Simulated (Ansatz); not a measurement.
# CoHO (triplet): B3LYP, wB97M-V, B2PLYP over vertical spin and charge gaps, def2-QZVPP, part 2 of 2

Ansatz 0.2.0, Gaussian basis; def2-QZVPP, all electrons in the functionals, frozen cores in the correlation of double hybrids and RPA.

## (14) B2PLYP, charge 0, quintet

in.yaml reads:

```yaml
crystal:
  periodic: [false, false, false]
  atoms:
    - {symbol: Co, position_ang: [0.000000, -0.043234, 0.323378]}
    - {symbol: O, position_ang: [0.000000, 0.073109, -1.241595]}
    - {symbol: H, position_ang: [0.000000, 1.367368, 0.800755]}
basis:
  gaussian: {orbitals: "def2-QZVPP.json"}
magnetization: {spin_polarized: true, initial_magnetization: 4}
hamiltonian: {xc: {name: B2PLYP}}
correlation: {electrons: outside_noble_gas}
```

On the command line:

```
ansatz run in.yaml --threads 2 --pin off --events-out ev --progress --plain --max-ram 24576MiB --backend cuda --devices 0, --max-vram 18GiB
```

Standard output (excerpt; [...] marks lines left out):

```text
Functional definition: B2PLYP
  name "B2PLYP"
  cite "Grimme, J. Chem. Phys. 124, 034108 (2006) doi:10.1063/1.2148954"
  cite "Becke, Phys. Rev. A 38, 3098 (1988) doi:10.1103/PhysRevA.38.3098"
  cite "Lee, Yang & Parr, Phys. Rev. B 37, 785 (1988) doi:10.1103/PhysRevB.37.785"
[...]
1251 factors; integrals over basis functions are off by at most 7.3e-4 eV
[...]
mean field -39675.09006868 eV, -1458.0326672819 hartree, gradient 7.8e-6 eV, S^2 6.046080; 8 other end points of the search recorded, 0 dependent functions left out
10 core orbitals not correlated: weight in the atoms' cores, before any rotation towards them, 0.999 or more for the frozen orbitals, at most 0.001 for the correlated occupied ones
reference -39675.09020168 eV, -1458.0326721698 hartree; 10, 6 occupied and 167, 171 virtual orbitals, 1251 factors
second order -21.06024380 eV of doubles, -0.00000000 eV of singles
Total energy: -39680.77646751 eV, -1458.2416385846 hartree
```

Run time: 13 s. Hardware: 1 × H100 (card shared with other runs) with 2 threads of AMD EPYC 7R13, shared host; peak host memory 0.96 GiB.

From the report: ⟨S²⟩ of the determinant 6.046 (pure quintet: 6.00).

From charge 0, triplet: -0.126 eV.

## (15) B2PLYP, charge 1, doublet

Changes to in.yaml since step 14:

```diff
@@ -8,3 +8,4 @@
   gaussian: {orbitals: "def2-QZVPP.json"}
-magnetization: {spin_polarized: true, initial_magnetization: 4}
+total_charge: 1
+magnetization: {spin_polarized: true, initial_magnetization: 1}
 hamiltonian: {xc: {name: B2PLYP}}
```

Same command.

Standard output (excerpt; [...] marks lines left out):

```text
Functional definition: B2PLYP
  name "B2PLYP"
  cite "Grimme, J. Chem. Phys. 124, 034108 (2006) doi:10.1063/1.2148954"
  cite "Becke, Phys. Rev. A 38, 3098 (1988) doi:10.1103/PhysRevA.38.3098"
  cite "Lee, Yang & Parr, Phys. Rev. B 37, 785 (1988) doi:10.1103/PhysRevB.37.785"
[...]
1251 factors; integrals over basis functions are off by at most 7.3e-4 eV
[...]
mean field -39665.74422660 eV, -1457.6892139206 hartree, gradient 2.8e-6 eV, S^2 2.104523; 16 other end points of the search recorded, 0 dependent functions left out
10 core orbitals not correlated: weight in the atoms' cores, before any rotation towards them, 0.999 or more for the frozen orbitals, at most 0.001 for the correlated occupied ones
reference -39665.74434198 eV, -1457.6892181607 hartree; 8, 7 occupied and 169, 170 virtual orbitals, 1251 factors
second order -19.12973248 eV of doubles, -0.00000000 eV of singles
Total energy: -39670.90936975 eV, -1457.8790294302 hartree
```

It took 24 s on 1 × H100 (card shared with other runs) with 2 threads of AMD EPYC 7R13, shared host; peak host memory 0.96 GiB.

From the report: ⟨S²⟩ of the determinant 2.105 (pure doublet: 0.75). The determinant of B2PLYP (⟨S²⟩ 2.10) is far from a pure spin state, so its energy mixes those of several spin states; that is harmless only where they are near-degenerate.

From charge 0, triplet: +9.741 eV.

## (16) B2PLYP, charge 1, quartet

Changes to in.yaml since step 15:

```diff
@@ -9,3 +9,3 @@
 total_charge: 1
-magnetization: {spin_polarized: true, initial_magnetization: 1}
+magnetization: {spin_polarized: true, initial_magnetization: 3}
 hamiltonian: {xc: {name: B2PLYP}}
```

Same command.

Standard output (excerpt; [...] marks lines left out):

```text
Functional definition: B2PLYP
  name "B2PLYP"
  cite "Grimme, J. Chem. Phys. 124, 034108 (2006) doi:10.1063/1.2148954"
  cite "Becke, Phys. Rev. A 38, 3098 (1988) doi:10.1103/PhysRevA.38.3098"
  cite "Lee, Yang & Parr, Phys. Rev. B 37, 785 (1988) doi:10.1103/PhysRevB.37.785"
[...]
1251 factors; integrals over basis functions are off by at most 7.3e-4 eV
[...]
mean field -39665.95854941 eV, -1457.6970901386 hartree, gradient 5.3e-6 eV, S^2 4.156745; 10 other end points of the search recorded, 0 dependent functions left out
10 core orbitals not correlated: weight in the atoms' cores, before any rotation towards them, 0.999 or more for the frozen orbitals, at most 0.001 for the correlated occupied ones
reference -39665.95866347 eV, -1457.6970943301 hartree; 9, 6 occupied and 168, 171 virtual orbitals, 1251 factors
second order -20.76550649 eV of doubles, -0.00000000 eV of singles
Total energy: -39671.56535022 eV, -1457.9031362679 hartree
```

Wall time 12 s (1 × H100 (card shared with other runs) with 2 threads of AMD EPYC 7R13, shared host); peak host memory 0.97 GiB.

From the report: ⟨S²⟩ of the determinant 4.157 (pure quartet: 3.75).

From charge 0, triplet: +9.085 eV.

## (17) Against the wave-function levels

No level is safe as a reference over these points; UCCSD(T) serves as a yardstick only. It comes from earlier runs at the same points. Energies in eV, counted from charge 0, triplet; blanks weren't run or aren't comparable.

| level | triplet to singlet | triplet to quintet | ionisation to the doublet cation | ionisation to the quartet cation |
| --- | --- | --- | --- | --- |
| UCCSD(T) |  | -0.108 | 9.828 | 8.927 |
| B3LYP | 0.381 | 0.178 | 9.934 | 9.345 |
| wB97M-V | 0.454 | 0.085 | 9.835 | 9.257 |
| B2PLYP | 0.366 | -0.126 | 9.741 | 9.085 |

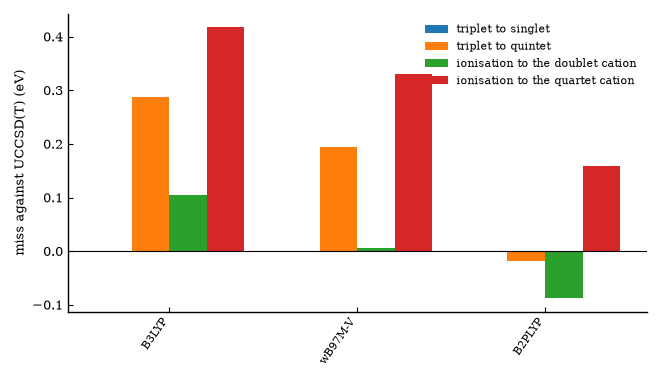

Misses of the gaps against UCCSD(T).

Largest miss and mean time a point (UCCSD(T) took 72 s a point; shared hosts):

| level | largest miss (eV) | where | time a point |
| --- | --- | --- | --- |
| B3LYP | +0.418 | ionisation to the quartet cation | 10 s |
| wB97M-V | +0.330 | ionisation to the quartet cation | 20 s |
| B2PLYP | +0.158 | ionisation to the quartet cation | 21 s |

## (18) Summary of results

This closing draws on all 2 parts.

| quantity | value |
| --- | --- |
| triplet to quintet, UCCSD(T) | -0.108 eV |
| ionisation to the doublet cation, UCCSD(T) | 9.828 eV |
| ionisation to the quartet cation, UCCSD(T) | 8.927 eV |
| largest miss, B3LYP | +0.418 eV (ionisation to the quartet cation) |
| largest miss, wB97M-V | +0.330 eV (ionisation to the quartet cation) |
| largest miss, B2PLYP | +0.158 eV (ionisation to the quartet cation) |

What this shows: Misses are known at 3 of 4 points at best, and only functionals with that many are ranked. Of the functionals, B2PLYP keep the smallest largest miss at the points compared (at most 0.158 eV) and B3LYP strays most (0.418 eV, at ionisation to the quartet cation). B3LYP, wB97M-V, B2PLYP clearly break the spin symmetry at some points (⟨S²⟩ up to 1.63 above the pure value), so energy there is bought with a mixed spin. Functionals and the yardstick converge differently with the basis, so part of each miss in def2-QZVPP is the basis. The yardstick itself may be off where one determinant is a poor start.
